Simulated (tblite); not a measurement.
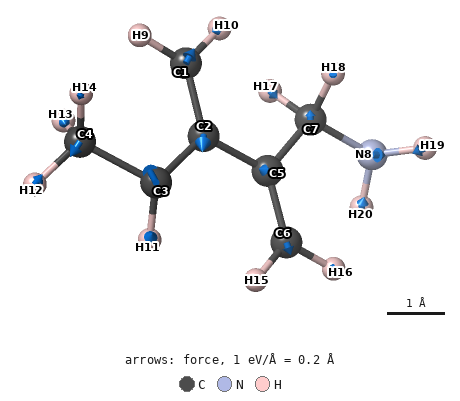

Starting geometry of C$_{7}$H$_{12}$N (multiplicity 2) with the computed forces as blue arrows. The picture is a ball-and-stick view, seen at a tilt.

The calculation used GFN2-xTB geometry optimisation, gas phase (tblite). 

**Is this structure relaxed? If not, where do the atoms go?**

It isn't relaxed: the largest force vector, on C3, is 4.15 eV/Å. The final displacements have little in common with the starting forces (cosine between the two patterns 0.21). The atom that moves furthest after the best rigid fit is H10 (1.16 Å). Largest moves by element: H 1.16 Å, C 0.81 Å, N 0.39 Å. Among the contacts that change: C2–C3 1.505 → 1.389 Å, C3–C4 1.526 → 1.485 Å, C7–H17 1.135 → 1.096 Å, C4–H12 1.126 → 1.087 Å. Bond angles that change, for instance: C2–C3–C4 105.6° → 125.0°, C2–C3–H11 107.2° → 118.0°, H19–N8–H20 115.4° → 107.8°. Groups turn about C2–C5 by about 50°, C7–N8 by about 25°. Over 118 geometry steps the energy falls by 34.2 kcal/mol. The run took 0.82 s on 1 thread of Arm Neoverse V1, with other jobs on the host.
